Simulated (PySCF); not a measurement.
System: AlH₉NO₂Si₂ (SMILES [NH3+][Al]([O][SiH3])[O][SiH3]) (charge +1).

Input file:

```
{"job": {"kind": "nmr", "xc": "PBE0", "basis": "pcSseg-1"}, "charge": 1, "multiplicity": 1}
Si     0.358715     2.977689     0.985796
O      0.433897     1.519091     0.131430
Al     0.192479    -0.052130    -0.316433
O     -0.633179    -1.421538     0.091851
Si    -1.603155    -2.576106     0.856312
N      1.283263    -0.418240    -1.898206
H      0.120291     2.662205     2.419649
H     -0.759966     3.772761     0.414597
H      1.664987     3.660542     0.793761
H     -1.855774    -3.656005    -0.134040
H     -2.869562    -1.916255     1.270362
H     -0.850466    -3.088432     2.032059
H      1.939312    -1.195222    -1.752076
H      1.841637     0.395834    -2.180257
H      0.720976    -0.691005    -2.713594
```

Launched as:

```sh
OMP_NUM_THREADS=1 python cluster_run.py task.json out
```

Geometry: PBE0-D3(BJ)/def2-SVP.

Level of theory: PBE0/pcSseg-1, SCF density, gas phase, non-relativistic (PySCF 2.14.0).

What will maps of the electron density and electron localisation function show?

Al–O (1.65 Å): the density is about 0.93 e/Å³ at the midpoint; the ELF peaks at about 0.85 in the valence shell of O, 0.6 Å from its nucleus, and is about 0.35 at the midpoint.
Si–O (1.69 Å): ρ at the midpoint is about 0.97 e/Å³; the ELF peaks at about 0.85 between the atoms; a shared but strongly polarised pair.
Al–N (1.96 Å): the density is about 0.61 e/Å³ at the midpoint; the ELF peaks at about 0.95 between the atoms; a polar covalent bond.
N–H (1.03 Å): ρ is about 2.9 e/Å³ halfway; the ELF climbs to about 1 towards the hydrogen, as it does in any bond to H (a covalent bond by its length).

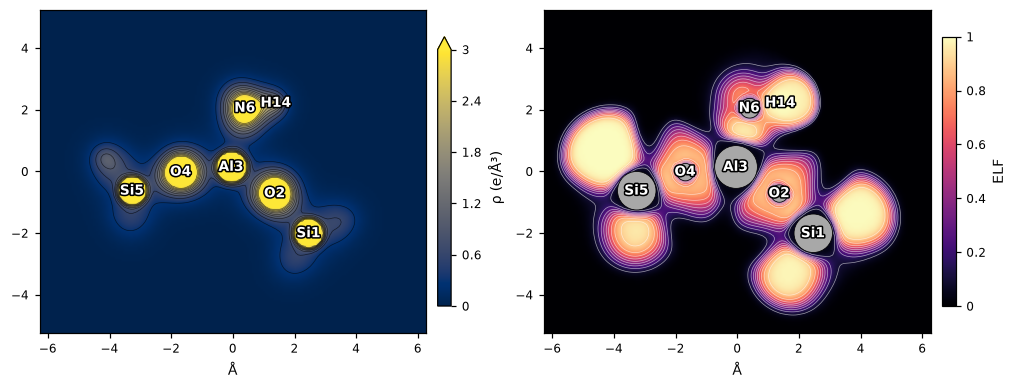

Computed electron density and electron localisation function on the plane of atoms Al3, N6 and H14, in this order. Grey discs cover the atomic cores in the ELF map. 
